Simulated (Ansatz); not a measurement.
# Cl2H2OSn···SiH4: what the fields show

```yaml
atoms:
  - { symbol: Sn, position_ang: [-0.1686, 0.3528, -0.0403] }
  - { symbol: Cl, position_ang: [-0.5093, 0.6559, 2.3116] }
  - { symbol: Cl, position_ang: [2.1263, 0.6662, -0.4945] }
  - { symbol: H, position_ang: [-1.0669, 1.4904, -0.9599] }
  - { symbol: O, position_ang: [-0.7708, -1.4768, -0.5598] }
  - { symbol: H, position_ang: [-0.8673, -2.0482, 0.2299] }
  - { symbol: Si, position_ang: [1.5795, -2.6279, 1.3054] }
  - { symbol: H, position_ang: [0.4772, -3.6450, 1.1522] }
  - { symbol: H, position_ang: [2.2224, -2.3812, -0.0232] }
  - { symbol: H, position_ang: [2.5951, -3.1637, 2.2749] }
  - { symbol: H, position_ang: [0.9920, -1.3915, 1.8624] }
```

Core potentials replace the inner electrons of Sn; not at a stationary point (largest force 0.7 eV/Å).

Method: Ansatz, RKS PBE-D4/def2-SVP.

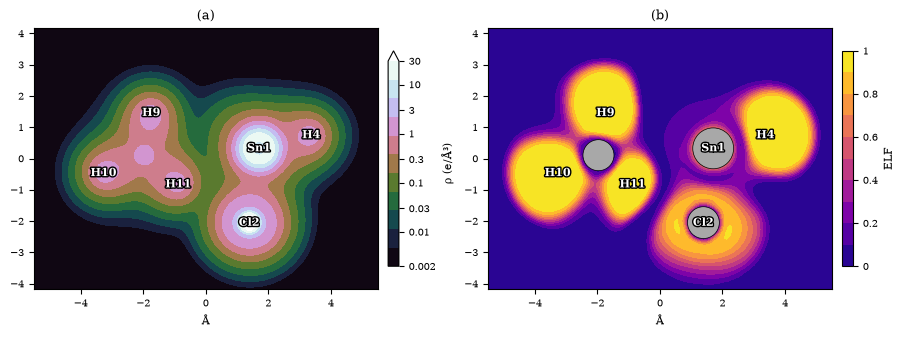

Figure 1. (a) electron density; (b) ELF on the plane of atoms Cl2, Sn1 and H4. Grey discs cover the atomic cores in the ELF map.

Q: Describe what can be read from this map.

A: The plane passes through Sn, Cl and H nuclei. Sn1···H11 (2.83 Å): the density falls to about 0.08 e/Å³ on the way; the ELF dips to about 0.05 between them. Sn–H (1.72 Å): ρ at the midpoint is about 1.1 e/Å³; the ELF climbs to about 1 towards the hydrogen. The ELF also peaks beside Cl2, away from the bonds: lone-pair regions.

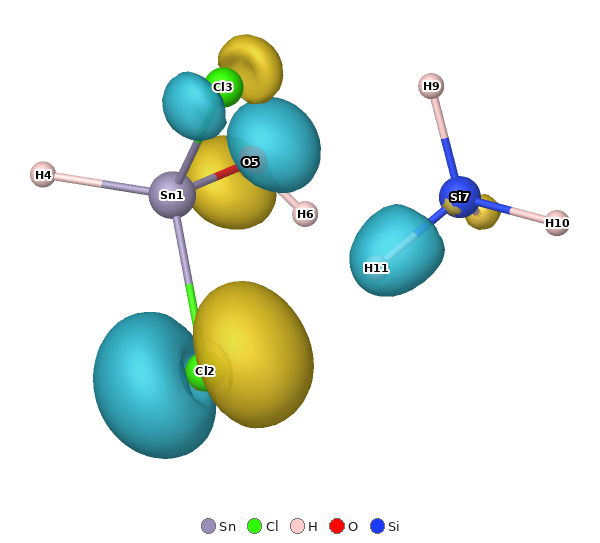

Figure 2. The HOMO−1 at ±0.15 Å⁻³ᐟ² (yellow and cyan are the two phases), seen from one side.

Q: Where does this orbital lie, and at what energy?

A: It lies mainly on Cl2 (about 55 %), O5 (about 20 %), Cl3 (about 5 %) and Si7 (about 5 %); largely a combination of lone pairs on Cl2, O5 and Cl3. Its energy is −7.52 eV.
